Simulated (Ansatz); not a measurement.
**RPA@wB97X/6-31+G(d) (Cartesian functions) run of C3H5F3 (SMILES CC(F)C(F)F)**

Aim: the vertical singlet–triplet gap of C3H5F3 at RPA@wB97X/6-31+G* (Cartesian functions), from 2 runs. 

The calculation is run with Ansatz 0.2.0.

2 further runs of the same task are left out: 1 that didn't finish, 1 set aside as unsound or not needed.

## 1. The system as given

The species is C3H5F3 (11 atoms), meant as a singlet with charge 0. As SMILES, `CC(F)C(F)F`. The shape is that of a PBE0-D4/def2-TZVP optimisation. This is one conformer, not always the lowest.

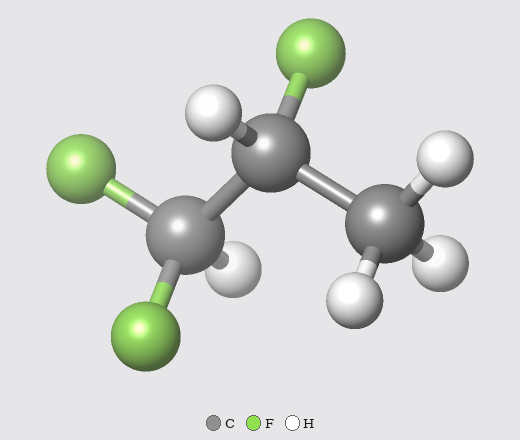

The structure, seen from a chosen angle (carbon grey, fluorine green, hydrogen white).

## 2. The energy at RPA@wB97X/6-31+G(d) (Cartesian functions)

The input, job.yaml:

```yaml
crystal:
  periodic: [false, false, false]
  atoms:
    - symbol: C
      position_ang: [0.178400, -0.886500, 0.940600]
    - symbol: C
      position_ang: [0.545100, 0.171400, -0.064600]
    - symbol: F
      position_ang: [1.407700, -0.360300, -1.005800]
    - symbol: C
      position_ang: [-0.653700, 0.700500, -0.826300]
    - symbol: F
      position_ang: [-0.276800, 1.702500, -1.650000]
    - symbol: F
      position_ang: [-1.553500, 1.208100, 0.053200]
    - symbol: H
      position_ang: [1.081900, -1.265000, 1.419700]
    - symbol: H
      position_ang: [-0.332200, -1.720900, 0.454500]
    - symbol: H
      position_ang: [-0.476800, -0.471100, 1.707100]
    - symbol: H
      position_ang: [1.049600, 1.022300, 0.406100]
    - symbol: H
      position_ang: [-1.144400, -0.073800, -1.426300]
basis:
  gaussian:
    orbitals: 6-31+G_st_.json
hamiltonian:
  xc: {name: wB97X}
correlation:
  method: rpa
  electrons: all
```

The basis set 6-31+G* is read from a file made from the Basis Set Exchange's data (not shown).

Launch:

```bash
$ ansatz run job.yaml --threads 1 --pin off --max-ram 2610MiB --events-out events.jsonl --progress --plain --runs-dir runs
```

Output:

```text
Warning: RAYON_NUM_THREADS=1 ignored (pool sized by the plan → 1); use --threads N
Functional definition: wB97X
  name "wB97X"
  parameter omega = 0.3/bohr
  parameter cx = 0.157706
  parameter cx1 = 0.726479
  parameter cx2 = 1.04760
  parameter cx3 = -5.70635
  parameter cx4 = 13.2794
  parameter css1 = -4.33879
  parameter css2 = 18.2308
  parameter css3 = -31.7430
  parameter css4 = 17.2901
  parameter cos1 = 2.37031
  parameter cos2 = -11.3995
  parameter cos3 = 6.58405
  parameter cos4 = -3.78132
  exchange = spin_sum(e_x_unif_sr(omega)*poly(b97_u_x, 1 - cx, cx1, cx2, cx3, cx4)) + cx*exact_x_sr(omega)
      + exact_x_lr(omega)
  correlation = spin_sum(e_c_pw_same_spin*poly(b97_u_same, 1, css1, css2, css3, css4))
      + integral(e_c_pw_opposite_spin*poly(b97_u_opposite, 1, cos1, cos2, cos3, cos4))
1120 factors; integrals over basis functions are off by at most 5.3e-4 eV
314 factors; integrals over basis functions are off by at most 1.7e-5 eV
mean field evaluation 1: about -11337.7500 eV, gradient 4.3e1 eV
mean field evaluation 2: about -11337.9252 eV, gradient 4.3e1 eV
mean field evaluation 4: about -11341.2415 eV, gradient 4.7e0 eV
mean field evaluation 8: about -11341.2870 eV, gradient 2.7e-1 eV
mean field evaluation 16: about -11341.2872 eV, gradient 2.1e-4 eV
mean field -11341.28724126 eV, -416.7846187156 hartree, gradient 4.5e-6 eV, S^2 0.000000; 0 other end points of the search recorded, 0 dependent functions left out
reference -11287.73980491 eV, -414.8167867255 hartree; 25, 25 occupied and 99, 99 virtual orbitals, 1120 factors
Total energy: -11320.18148093 eV, -416.0089963297 hartree
```

Run time: 33 s. Hardware: 1 thread of AMD EPYC 7R43 (Zen 3), shared host; peak memory 0.36 GiB.

## 3. The triplet at the same level

Changes to job.yaml since step 2:

```diff
@@ -28,2 +28,5 @@
     orbitals: 6-31+G_st_.json
+magnetization:
+  spin_polarized: true
+  initial_magnetization: 2
 hamiltonian:
```

The basis set 6-31+G* is read from a file made from the Basis Set Exchange's data (not shown).

Launch:

```bash
$ ansatz run job.yaml --threads 1 --pin off --max-ram 2610MiB --events-out events.jsonl --progress --plain --runs-dir runs
```

Output, shortened:

```text
Warning: RAYON_NUM_THREADS=1 ignored (pool sized by the plan → 1); use --threads N
[... 2 set-up lines as earlier in the session ...]
[...]
      + exact_x_lr(omega)
[...]
      + integral(e_c_pw_opposite_spin*poly(b97_u_opposite, 1, cos1, cos2, cos3, cos4))
1120 factors; integrals over basis functions are off by at most 5.3e-4 eV
314 factors; integrals over basis functions are off by at most 1.7e-5 eV
[...]
mean field -11332.08705586 eV, -416.4465181382 hartree, gradient 8.0e-6 eV, S^2 2.004309; 6 other end points of the search recorded, 0 dependent functions left out
reference -11276.86340365 eV, -414.4170863517 hartree; 26, 24 occupied and 98, 100 virtual orbitals, 1120 factors
Total energy: -11310.57560689 eV, -415.6559869698 hartree
```

It took 2 min on 1 thread of AMD EPYC 7R43 (Zen 3), shared host; peak memory 0.55 GiB.

## 4. Outcome

Level: RPA@wB97X/6-31+G* (Cartesian functions).

```
                                        quantity          value
                           singlet: total energy  -416.00900 Eh
                 singlet: RPA correlation energy    -1192.2 mEh
                           triplet: total energy  -415.65599 Eh
                 triplet: RPA correlation energy    -1238.9 mEh
      triplet: ⟨S²⟩ of the reference determinant          2.004
vertical energy of the triplet above the singlet       9.606 eV
```

In words: At this shape the triplet lies 9.61 eV (927 kJ/mol) above the singlet.
